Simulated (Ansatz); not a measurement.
**NbH (I4/mmm): phonons and vibrational spectra**

Task: relax NbH (I4/mmm), then find its harmonic phonons.

Program: Ansatz 0.2.0. Level of theory: DFT PBEsol, scalar-relativistic, plane waves, norm-conserving pseudopotentials. Results are calculated unless marked as measured.

### Step 1. The starting structure

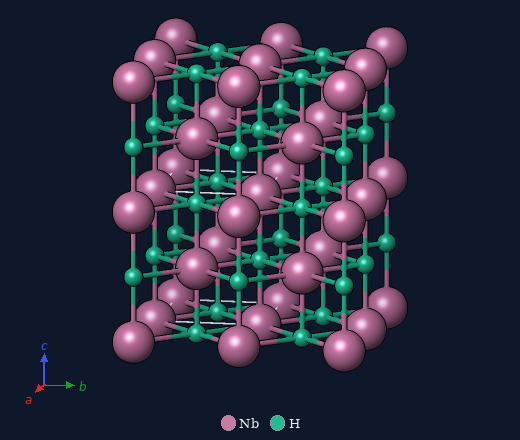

The starting structure, seen slightly off an axis (niobium pink, hydrogen teal). 2×2×2 cells are drawn. This picture shows the conventional cell, with its axes. Some periodic images of atoms are drawn too.

Coordinates:

```cif
data_structure
_symmetry_space_group_name_H-M 'I4/mmm'
_symmetry_Int_Tables_number 139
_cell_length_a 3.2139
_cell_length_b 3.2139
_cell_length_c 3.9686
_cell_angle_alpha 90.000
_cell_angle_beta 90.000
_cell_angle_gamma 90.000
_cell_volume 40.99
loop_
_atom_site_label
_atom_site_type_symbol
_atom_site_symmetry_multiplicity
_atom_site_Wyckoff_symbol
_atom_site_fract_x
_atom_site_fract_y
_atom_site_fract_z
_atom_site_occupancy
Nb1 Nb 2 a 0.00000 0.00000 0.00000 1
H1 H 2 b 0.00000 0.00000 0.50000 1
```

### Step 2. Relaxation

Harmonic phonons are second derivatives at a point where the forces vanish, and they are wanted at zero stress, so atoms and cell are relaxed first.

File input.yaml:

```yaml
crystal:
  lattice:
    - [-1.606964, 1.606964, 1.984301]
    - [1.606964, -1.606964, 1.984301]
    - [1.606964, 1.606964, -1.984301]
  atoms:
    - { symbol: Nb, position: [0.0, 0.0, 0.0] }
    - { symbol: H, position: [0.5, 0.5, 0.0] }
kpoints:
  mp_grid: { grid: [16, 16, 16] }
hamiltonian:
  xc: pbesol
  pseudopotentials: { kind: nc }
scf:
  occupations: { method: gaussian, width: 0.1 }
output:
  forces: true
  stress: true
  eigenvalues: true
relax:
  adjacent_minimum: "off"
  f_tol: 0.005
  max_steps: 80
  cell: { stress_tol: 0.05 }
```

Run with:

```sh
> ansatz run input.yaml --threads 4 --pin off --max-ram 7168MiB --backend cpu --events-out ev --progress --plain --runs-dir out
```

Numbers of over 12 decimals in the logs are rounded to 6 here.

The log of the run:

```text
Engine: ansatz 0.2.0, aarch64-unknown-linux-gnu
Pseudopotentials: kind: nc
Pseudopotential: Nb, nc, valence charge 13, recommended cutoff 1115.666836 eV (normal), Nb.nc.azcp (PseudoDojo's, or run here from an input of PseudoDojo's: the run reads no file of this project's for it)
Pseudopotential: H, nc, valence charge 1, recommended cutoff 979.609905 eV (normal), H.nc.azcp (PseudoDojo's, or run here from an input of PseudoDojo's: the run reads no file of this project's for it)
Functional definition: PBEsol
  exchange = pbesol_x
  correlation = pbesol_c
Crystal: 2 atoms, lattice volume = 20.497 Å³
Basis set: ecut = 1115.666836 eV, 1723 PW (Γ), exchange–correlation on 72×72×72 points (8 copies of the dense FFT grid, shifted against one another)
Bands: 11, of which v1, the nominal top of the filled ones, is band 7 counted from 1 (6 counted from 0)
Symmetry: 16 space group operations
Space group: I4/mmm (ITA 139), of the structure as read, at distance tolerance 2.7e-5 Å
k-points: 349 of 4096
Non-local potential: Nb, projectors of the file, l = 0: 2, l = 1: 2, l = 2: 2
Non-local potential: H, projectors of the file, l = 0: 2, l = 1: 1
Initial density: superposition of atomic densities (chi_scale 0.1, normalization cell, long waves kept (reshape's long-wave potential 0.00 eV rms))
Initial wavefunctions: pseudopotential atomic-orbital guess
Functional: x = pbesol(κ = 0.804, μ = 0.123457), c = pbesol(β = 0.046)
SCF iter   1: F=—  HF=-1710.884676 eV  |F-HF|=—  |Δ(HF+E_count)|=         —  Δρ=9.97e-2  dr2=2.34e0  ethr=3.10e-3  ⟨swp⟩=5.7  Hψ=26860  notcnv=0
preconditioner: auto → none  [metal: Δε(μ)=0.009 eV  Ē_g=7.980 eV  σ=0.100 eV  W_gap=0.05  n_scr=8 (ndim 8)  ℏωp=20.1 eV  f_vac=0.000  D(μ)=0.91/eV (n_scr^D=12)  sad-step TF]
SCF iter   2: F=—  HF=-1710.214878 eV  |F-HF|=—  |Δ(HF+E_count)|=   6.70e-1  Δρ=5.28e-2  dr2=6.41e-1  ethr=3.10e-3  ⟨swp⟩=3.6  Hψ=10324  notcnv=0  defer=17
SCF iter   3: F=—  HF=-1709.981833 eV  |F-HF|=—  |Δ(HF+E_count)|=   2.33e-1  Δρ=4.30e-3  dr2=1.14e-3  ethr=3.10e-3  ⟨swp⟩=3.9  Hψ=8426  notcnv=0  defer=19
SCF iter   4: F=—  HF=-1709.982466 eV  |F-HF|=—  |Δ(HF+E_count)|=   6.33e-4  Δρ=4.30e-4  dr2=1.36e-5  ethr=8.12e-6  ⟨swp⟩=2.0  Hψ=8661  notcnv=0  defer=17
SCF iter   5: F=—  HF=-1709.982468 eV  |F-HF|=—  |Δ(HF+E_count)|=   1.86e-6  Δρ=8.62e-5  dr2=6.39e-7  ethr=9.72e-8  ⟨swp⟩=2.7  Hψ=6280  notcnv=0  defer=17
SCF iter   6: F=-1709.982468 eV  HF=-1709.982468 eV  |F-HF|=5.81e-9  |Δ(HF+E_count)|=   1.43e-7  Δρ=7.97e-6  dr2=7.84e-9  ethr=7.14e-10  ⟨swp⟩=9.2  Hψ=24065  notcnv=0
SCF 1 converged in 6 iterations: F = -1709.982468 eV  dr2 = 7.84e-9
relax step   1: F+E_penalty+E_count = -1709.98246799 eV  Δ(F+E_penalty+E_count) = +0.000e0 eV  max|allowed force component| = 1.972e-31 eV/Å  Δτ_max = 0.0000 Å  P = -7.477 GPa  Ω = 20.497 Å³  (6 SCF iters, dr2 threshold 1.00e-7 eV, accepted)
Crystal: 2 atoms, lattice volume = 18.074 Å³
Basis set: ecut = 1115.666836 eV, 1527 PW (Γ), exchange–correlation on 72×72×72 points (8 copies of the dense FFT grid, shifted against one another)
Initial density: handed on by an earlier stage of this run
Initial wavefunctions: those handed on with the density
iter 1 solved again at ethr=1.08e-4 eV; its pass at ethr=3.10e-3 eV (dr2=1.51e-2 eV) is discarded
SCF iter   1: F=—  HF=-1709.908110 eV  |F-HF|=—  |Δ(HF+E_count)|=         —  Δρ=1.12e-2  dr2=1.50e-2  ethr=1.08e-4  ⟨swp⟩=1.2  Hψ=35682  notcnv=0
preconditioner: auto → none  [metal: Δε(μ)=0.005 eV  Ē_g=8.279 eV  σ=0.100 eV  W_gap=0.03  n_scr=0 (ndim 8)  ℏωp=21.4 eV  f_vac=0.000  D(μ)=1.26/eV (n_scr^D=14)]
SCF iter   2: F=—  HF=-1709.903564 eV  |F-HF|=—  |Δ(HF+E_count)|=   4.55e-3  Δρ=4.25e-3  dr2=1.33e-3  ethr=1.07e-4  ⟨swp⟩=2.0  Hψ=4391  notcnv=0
SCF iter   3: F=—  HF=-1709.903292 eV  |F-HF|=—  |Δ(HF+E_count)|=   2.72e-4  Δρ=1.02e-3  dr2=8.64e-5  ethr=9.52e-6  ⟨swp⟩=2.6  Hψ=5924  notcnv=0
SCF iter   4: F=—  HF=-1709.903291 eV  |F-HF|=—  |Δ(HF+E_count)|=   9.42e-7  Δρ=2.17e-4  dr2=3.07e-6  ethr=6.17e-7  ⟨swp⟩=2.1  Hψ=4865  notcnv=0
SCF iter   5: F=-1709.903292 eV  HF=-1709.903292 eV  |F-HF|=2.65e-9  |Δ(HF+E_count)|=   4.42e-7  Δρ=1.94e-5  dr2=1.75e-8  ethr=1.43e-9  ⟨swp⟩=8.5  Hψ=23250  notcnv=0
SCF 2 converged in 5 iterations: F = -1709.903292 eV  dr2 = 1.75e-8
relax step   2: F+E_penalty+E_count = -1709.90329193 eV  Δ(F+E_penalty+E_count) = +7.918e-2 eV  max|allowed force component| = 1.132e-30 eV/Å  Δτ_max = 0.0000 Å  P = +20.612 GPa  Ω = 18.074 Å³  energy of the carried Pulay correction = +7.752e-4 eV  (5 SCF iters, dr2 threshold 2.00e-7 eV, rejected (line search))
Crystal: 2 atoms, lattice volume = 19.791 Å³
Basis set: ecut = 1115.666836 eV, 1667 PW (Γ), exchange–correlation on 72×72×72 points (8 copies of the dense FFT grid, shifted against one another)
iter 1 solved again at ethr=6.87e-5 eV; its pass at ethr=3.10e-3 eV (dr2=9.62e-3 eV) is discarded
SCF iter   1: F=—  HF=-1710.004699 eV  |F-HF|=—  |Δ(HF+E_count)|=         —  Δρ=8.33e-3  dr2=9.63e-3  ethr=6.87e-5  ⟨swp⟩=2.7  Hψ=34946  notcnv=0
preconditioner: auto → none  [metal: Δε(μ)=0.003 eV  Ē_g=7.568 eV  σ=0.100 eV  W_gap=0.02  n_scr=8 (ndim 8)  ℏωp=20.4 eV  f_vac=0.000  D(μ)=1.13/eV (n_scr^D=14)]
SCF iter   2: F=—  HF=-1710.001784 eV  |F-HF|=—  |Δ(HF+E_count)|=   2.92e-3  Δρ=3.08e-3  dr2=8.19e-4  ethr=6.87e-5  ⟨swp⟩=2.0  Hψ=4360  notcnv=0
SCF iter   3: F=—  HF=-1710.001613 eV  |F-HF|=—  |Δ(HF+E_count)|=   1.71e-4  Δρ=8.03e-4  dr2=7.31e-5  ethr=5.85e-6  ⟨swp⟩=2.0  Hψ=5836  notcnv=0
SCF iter   4: F=—  HF=-1710.001604 eV  |F-HF|=—  |Δ(HF+E_count)|=   8.44e-6  Δρ=1.99e-4  dr2=2.94e-6  ethr=5.22e-7  ⟨swp⟩=2.6  Hψ=5396  notcnv=0
SCF iter   5: F=—  HF=-1710.001607 eV  |F-HF|=—  |Δ(HF+E_count)|=   2.34e-6  Δρ=1.86e-5  dr2=4.64e-8  ethr=2.10e-8  ⟨swp⟩=1.4  Hψ=4545  notcnv=0
SCF iter   6: F=—  HF=-1710.001605 eV  |F-HF|=—  |Δ(HF+E_count)|=   1.56e-6  Δρ=3.05e-6  dr2=2.87e-10  ethr=3.31e-10  ⟨swp⟩=2.2  Hψ=6043  notcnv=0
SCF iter   7: F=-1710.001605 eV  HF=-1710.001605 eV  |F-HF|=9.78e-12  |Δ(HF+E_count)|=  1.86e-10  Δρ=2.95e-7  dr2=1.27e-11  ethr=1.00e-12  ⟨swp⟩=9.0  Hψ=24602  notcnv=0
SCF 3 converged in 7 iterations: F = -1710.001605 eV  dr2 = 1.27e-11
relax step   3: F+E_penalty+E_count = -1710.00160501 eV  Δ(F+E_penalty+E_count) = -1.914e-2 eV  max|allowed force component| = 2.958e-31 eV/Å  Δτ_max = 0.0000 Å  P = -0.909 GPa  Ω = 19.791 Å³  energy of the carried Pulay correction = +2.161e-4 eV  (7 SCF iters, accepted)
[...]
relax step   4: F+E_penalty+E_count = -1710.00187595 eV  Δ(F+E_penalty+E_count) = -2.709e-4 eV  max|allowed force component| = 1.291e-30 eV/Å  Δτ_max = 0.0000 Å  P = +0.031 GPa  Ω = 19.700 Å³  energy of the carried Pulay correction = +2.446e-4 eV  (3 SCF iters, dr2 threshold 2.00e-7 eV, accepted)
[...]
relax step   5: F+E_penalty+E_count = -1710.00185535 eV  Δ(F+E_penalty+E_count) = +2.060e-5 eV  max|allowed force component| = 1.972e-31 eV/Å  Δτ_max = 0.0000 Å  P = +0.035 GPa  Ω = 19.701 Å³  energy of the carried Pulay correction = +2.443e-4 eV  (4 SCF iters, dr2 threshold 3.19e-8 eV, rejected (line search))
[...]
relax step   6: F+E_penalty+E_count = -1710.00189218 eV  Δ(F+E_penalty+E_count) = -1.624e-5 eV  max|allowed force component| = 1.969e-31 eV/Å  Δτ_max = 0.0000 Å  P = -0.001 GPa  Ω = 19.704 Å³  energy of the carried Pulay correction = +2.434e-4 eV  (6 SCF iters, accepted)
Initial wavefunctions: pseudopotential atomic-orbital guess (no wavefunctions were taken with the density)
iter 1 solved again at ethr=3.80e-9 eV; its pass at ethr=3.10e-3 eV (dr2=5.32e-7 eV) is discarded
SCF iter   1: F=—  HF=-1710.001732 eV  |F-HF|=—  |Δ(HF+E_count)|=         —  Δρ=5.10e-5  dr2=1.81e-8  ethr=3.80e-9  ⟨swp⟩=6.1  Hψ=45038  notcnv=0
SCF iter   2: F=—  HF=-1710.001732 eV  |F-HF|=—  |Δ(HF+E_count)|=   2.48e-7  Δρ=2.55e-5  dr2=4.36e-9  ethr=1.29e-10  ⟨swp⟩=2.5  Hψ=6267  notcnv=0
SCF iter   3: F=—  HF=-1710.001732 eV  |F-HF|=—  |Δ(HF+E_count)|=   2.62e-8  Δρ=8.55e-7  dr2=7.96e-11  ethr=3.11e-11  ⟨swp⟩=2.5  Hψ=6344  notcnv=0
SCF iter   4: F=-1710.001732 eV  HF=-1710.001732 eV  |F-HF|=1.36e-12  |Δ(HF+E_count)|=  9.32e-12  Δρ=1.60e-7  dr2=4.76e-13  ethr=1.00e-12  ⟨swp⟩=9.3  Hψ=23943  notcnv=0
SCF 7 converged in 4 iterations: F = -1710.001732 eV  dr2 = 4.76e-13
relax step   7: F+E_penalty+E_count = -1710.00173216 eV  Δ(F+E_penalty+E_count) = +1.600e-4 eV  max|allowed force component| = 9.861e-32 eV/Å  Δτ_max = 0.0000 Å  P = -0.033 GPa  Ω = 19.704 Å³  stress off target by 3.54e-2 GPa  SCF on the basis re-selected at this cell (its energy is not comparable with the rows above)  (4 SCF iters)
basis re-selected at this cell: Δ(F+E_penalty+E_count) = +1.600e-4 eV, ΔP = -0.032 GPa vs the last step (what re-selecting the basis moved, of the pressure what is left beyond the Pulay correction that the steps carried, after the strain that the cell walked since its last selection, with what the two solves' SCF thresholds leave and, on support functions, any second-order correction that the steps lacked; it is no m [...]
SCF converged after 4 iterations
Free energy (F): -1710.001732 eV
Harris-Foulkes:  -1710.001732 eV  (|F-HF|=1.36e-12)
Internal energy: -1709.996022 eV  (E = F + TS)
E sigma→0 (E₀):  -1709.998877 eV
Entropy (-TS):   -0.005710 eV (-2.855 meV/atom)
Fermi energy:    17.757351 eV
--- Per-component energies (eV) ---
  E_band       = -68.696674
  E_kinetic    = 509.860266
  E_local      = -915.125815  (includes V_loc(G=0)·N_el)
  E_nonlocal   = 209.358721
  E_hartree    = 204.622844
  E_xc         = -363.794471
  E_vxc        = -282.035526  (∫ρ·V_xc dr)
  E_ewald      = -1354.917566
  E_smearing   = -0.005710  (= −TS)
  E_closure    = 0.000000  (closes the sum)
  Σ components = -1710.001732   (vs F -1710.001732, Δ=0.00e0)
--- Forces (eV/Å), atoms counted from 1 ---
  atom   1  Nb     0.00000000     0.00000000    -0.00000000
  atom   2  H     -0.00000000     0.00000000    -0.00000000
  max |Σ_I F_I| component: 3.94e-31 eV/Å
--- Stress (GPa, compression-positive) ---
       -0.035405      -0.000000       0.000000
       -0.000000      -0.035405      -0.000000
        0.000000       0.000000      -0.029434
  P = ⅓ Tr σ = -0.0334 GPa (-0.334 kbar)
--- Band table (eV; the first three rows and the last of 349) ---
  k-point 0: bands = [... 3 lower, -12.7430, 7.9874, 17.0262, 17.0262, 18.3921, 18.7627, 19.7091, 27.9813]
  k-point 1: bands = [... 3 lower, -12.7505, 8.1291, 16.8808, 17.1627, 18.4569, 18.6029, 19.5958, 27.5366]
  k-point 2: bands = [... 3 lower, -12.7718, 8.5169, 16.4964, 17.5667, 17.9994, 18.6540, 19.5817, 27.1280]
  k-point 348: bands = [... 3 lower, -13.2796, 9.3595, 13.9219, 21.5846, 21.6377, 22.3209, 22.3209, 25.6865]
--- Relaxed structure (6 steps of the walk, 4 accepted, 1 SCFs on fresh bases) ---
  F+E_penalty+E_count = -1710.00173216 eV   max|allowed force component| = 9.861e-32 eV/Å   (the final SCF, on the basis selected at the relaxed cell)
  cell:  # Å, volume = 19.7037 Å³
    - [-1.583206, 1.583206, 1.965228]
    - [1.583206, -1.583206, 1.965228]
    - [1.583206, 1.583206, -1.965228]
  atoms:
    - { symbol: Nb, position: [0, 0, 0] }
    - { symbol: H, position: [0.5, 0.5, 0] }
```

The job ended after 82 s (4 threads of Arm Neoverse N1, shared host; peak memory 0.56 GiB).

Step by step:

```
step  energy less that of the first step (eV)  largest force component (eV/Å)  pressure (GPa)  volume (Å³)
   1                                   0.0000                          0.0000           -7.48        20.50
   2                                   0.0792                          0.0000           20.61        18.07
   3                                  -0.0191                          0.0000           -0.91        19.79
   4                                  -0.0194                          0.0000            0.03        19.70
   5                                  -0.0194                          0.0000            0.04        19.70
   6                                  -0.0194                          0.0000            0.00        19.70
  7*                                  -0.0193                          0.0000           -0.03        19.70
```

Relaxation steps marked * repeat the geometry before them on a plane-wave basis chosen anew for their cell, so energy and pressure can jump there. Relaxation steps 2, 5 were tried and not accepted.

The run keeps the 16 symmetry operations that it works with, so distortions that break them were not tested.

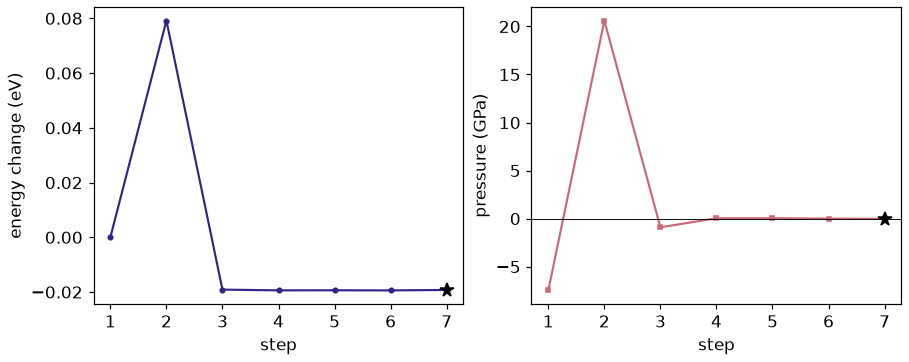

Energy and pressure along the relaxation. Stars mark steps on a basis chosen anew.

```
conventional cell, symmetrised  before  after  change
                         a (Å)   3.214  3.166  -1.5 %
                         b (Å)   3.214  3.166  -1.5 %
                         c (Å)   3.969  3.930  -1.0 %
              volume (Å³/atom)   10.25   9.85  -3.9 %
```

Final coordinates:

```
Nb H
1.0
    -1.58321    1.58321    1.96523
     1.58321   -1.58321    1.96523
     1.58321    1.58321   -1.96523
Nb H
1 1
Direct
  0.00000 0.00000 0.00000
  0.50000 0.50000 0.00000
```

Numbers from this step:

* pressure: -0.03341 GPa
* volume per atom: 9.852 Å³
* gap on the k-mesh: 0 eV

In this step the volume went from 10.25 to 9.85 Å³/atom.

### Step 3. Tight relaxation

Phonons need a cell at rest on their own settings, so the relaxation is repeated with tight tolerances on forces and stress, using the mesh and the filling of the phonon run that follows.

input.yaml, the sections that differ from step 2:

```yaml
crystal:
  lattice:
    - [-1.5832055774, 1.5832055774, 1.9652278831]
    - [1.5832055774, -1.5832055774, 1.9652278831]
    - [1.5832055774, 1.5832055774, -1.9652278831]
  atoms:
    - { symbol: Nb, position: [0.0, 0.0, 0.0] }
    - { symbol: H, position: [0.5, 0.5, 0.0] }
scf:
  occupations: { method: methfessel_paxton, width: 0.15 }
relax:
  adjacent_minimum: "off"
  f_tol: 0.001
  max_steps: 60
  cell: { stress_tol: 0.01 }
# kpoints, hamiltonian, output: as in step 2
```

The log of the run:

```text
[...]
Crystal: 2 atoms, lattice volume = 19.704 Å³
Basis set: ecut = 1115.666836 eV, 1659 PW (Γ), exchange–correlation on 72×72×72 points (8 copies of the dense FFT grid, shifted against one another)
Bands: 11, of which v1, the nominal top of the filled ones, is band 7 counted from 1 (6 counted from 0)
Symmetry: 16 space group operations
[...]
k-points: 349 of 4096
[...]
k-point 348: bands = [... 3 lower, -13.2770, 9.3612, 13.9241, 21.5885, 21.6410, 22.3247, 22.3247, 25.6910]
--- Relaxed structure (4 steps of the walk, 3 accepted, 1 SCFs on fresh bases) ---
[...]
cell:  # Å, volume = 19.7005 Å³
    - [-1.583101, 1.583101, 1.965170]
    - [1.583101, -1.583101, 1.965170]
    - [1.583101, 1.583101, -1.965170]
  atoms:
    - { symbol: Nb, position: [0, 0, 0] }
    - { symbol: H, position: [0.500000, 0.500000, 0] }
[key lines of the parts left out:]
SCF converged after 2 iterations
Free energy (F): -1709.999129 eV
Fermi energy:    17.762815 eV
P = ⅓ Tr σ = -0.0004 GPa (-0.004 kbar)
```

Elapsed: 54 s, on 4 threads; peak memory 0.54 GiB; 2.9 min of CPU time.

Little changed from the start: no atom moved by 0.005 Å and no cell edge by 0.1 %.

Numbers from this step:

| Quantity | Value |
| --- | --- |
| pressure | -4.10e-4 GPa |
| volume per atom | 9.850 Å³ |

The forces vanish by symmetry and the pressure is 0.000 GPa, within the tolerances set. The cell now holds 9.85 Å³/atom.

[end of part 1 of 2]

[Logs are printed without paths, hosts, clocks, repeated set-up lines and the standing remarks that a program may print on its own settings, such as how far it seeks lower states.]

[Hosts, paths, dates, database ids (printed as entryN), source tags and the programs' standing remarks are cut or masked in the printed files.]
